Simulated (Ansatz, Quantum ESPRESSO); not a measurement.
# 1T-PtS2, 2 layers, AA stacking: the dipole at a withheld member of a series

**Set-up.** Quantum ESPRESSO 7.5, PBE, GBRV ultrasoft. Cell and atoms are relaxed without a field with a D3(BJ) correction and then held. Sawtooth field with dipole correction, 17 Å of vacuum in the starting cell, Fermi-Dirac smearing of 0.002 Ry; bands along a path at each field. The series steps the field along the normal.

```tsv
field along the normal	dipole (e Å)
0 V/Å	0.000
0.05 V/Å	0.027
0.1 V/Å	0.054
0.3 V/Å	0.162
0.4 V/Å	0.217
```

**Question.** What is the dipole at 0.2 V/Å?

**Fit.** The rows at 0.1 V/Å and 0.3 V/Å give a slope of (0.162 − (0.054))/(0.3 − (0.1)) = 0.54, so a straight line gives 0.108 e Å. A parabola through these and the row at 0.05 V/Å gives 0.108 e Å.

**Check.** 0.108 e Å. The line misses by 0.000 and the parabola by 0.000 e Å. Both misses are under 5 % of the step from the nearer row.

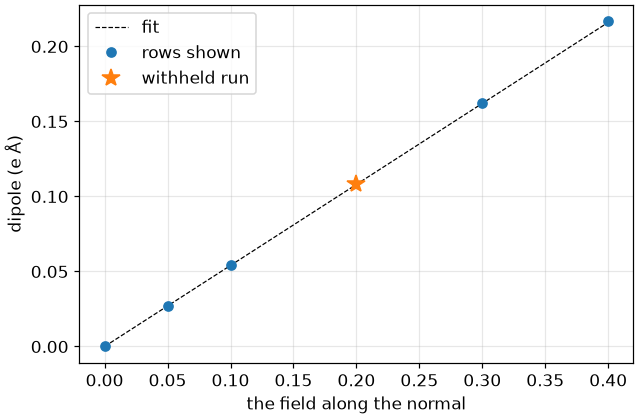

The rows shown, the fit and the withheld run.

**Limits.** Ions are held; semilocal gaps are too small; in strong fields empty levels can belong to the vacuum; one stacking. Members without a usable value, or on the other side of zero field or charge, are not listed.

[Logs are printed without paths, hosts, clocks, repeated set-up lines and the standing remarks that a program may print on its own settings, such as how far it seeks lower states.]
